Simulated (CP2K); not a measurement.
Band structure of MgCd2 (C2/m, 6 atoms in the cell).

```yaml
crystal:
  lattice:
    - [6.04385, 0.00000, 0.00000]
    - [5.25631, 2.98317, 0.00000]
    - [-2.09906, -0.55414, 7.03542]
  atoms:
    - { symbol: Mg, position: [0.47363, 0.47363, 0.19795] }
    - { symbol: Mg, position: [0.52637, 0.52637, 0.80205] }
    - { symbol: Cd, position: [0.19157, 0.19157, 0.13775] }
    - { symbol: Cd, position: [0.80843, 0.80843, 0.86225] }
    - { symbol: Cd, position: [0.86199, 0.86199, 0.46981] }
    - { symbol: Cd, position: [0.13801, 0.13801, 0.53019] }
```

Computed with LDA (Pade form), GPW, DZVP-MOLOPT-SR-GTH basis, GTH-PADE potentials (GTH_POTENTIALS) in CP2K 2026.2.

Settings: CUTOFF = 1000 Ry; REL_CUTOFF = 40 Ry; SMEAR/METHOD = FERMI_DIRAC; ELECTRONIC_TEMPERATURE = 1160.45 K; KPOINTS/SCHEME = MONKHORST-PACK 5 5 3; XC_FUNCTIONAL = PADE; Mg/BASIS_SET = DZVP-MOLOPT-SR-GTH-q10; Mg/POTENTIAL = GTH-PADE-q10; Cd/BASIS_SET = DZVP-MOLOPT-SR-GTH-q12; Cd/POTENTIAL = GTH-PADE-q12; METHOD = GPW; EPS_DEFAULT = 1e-10; EXTRAPOLATION = USE_GUESS; NGRIDS = 5.

The starting cell comes from a database of computed structures (which also holds hypothetical and non-ambient phases and stackings), without a prior relaxation at this level. Values carry the incompleteness of an atom-centred basis.

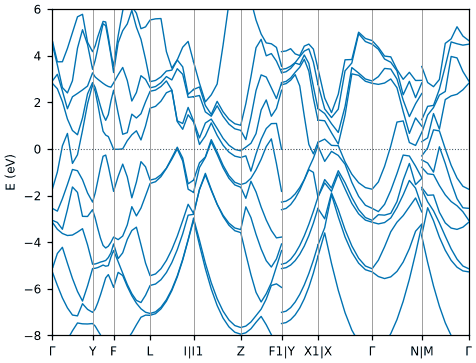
Bands along the path, energies from the Fermi level.

Levels in eV from the Fermi level, bands 31 to 36:
```json
[
 {"point": "Γ", "31": "-5.14", "32": "-3.14", "33": "-3.06", "34": "-2.55", "35": "-1.73", "36": "2.82"},
 {"point": "Y", "31": "-5.13", "32": "-4.95", "33": "-2.61", "34": "-2.28", "35": "2.75", "36": "2.85"},
 {"point": "F", "31": "-4.36", "32": "-4.08", "33": "-3.78", "34": "-1.82", "35": "-0.01", "36": "2.52"},
 {"point": "L", "31": "-5.86", "32": "-5.44", "33": "-1.48", "34": "-1.34", "35": "1.75", "36": "2.47"},
 {"point": "I", "31": "-2.80", "32": "-2.77", "33": "-1.86", "34": "-1.34", "35": "1.16", "36": "1.20"},
 {"point": "Z", "31": "-3.59", "32": "-3.46", "33": "-1.64", "34": "-1.53", "35": "-0.37", "36": "-0.08"},
 {"point": "F1", "31": "-4.36", "32": "-4.08", "33": "-3.78", "34": "-1.82", "35": "-0.01", "36": "2.52"},
 {"point": "X1", "31": "-2.55", "32": "-2.07", "33": "-2.07", "34": "0.14", "35": "0.28", "36": "1.24"},
 {"point": "N", "31": "-2.70", "32": "-2.47", "33": "-1.26", "34": "-1.24", "35": "0.71", "36": "0.98"}
]
```

Bands cross the Fermi level along this path, so the cell is metallic at this level.

Higher empty bands are left out: an atom-centred basis made for the valence describes them poorly.
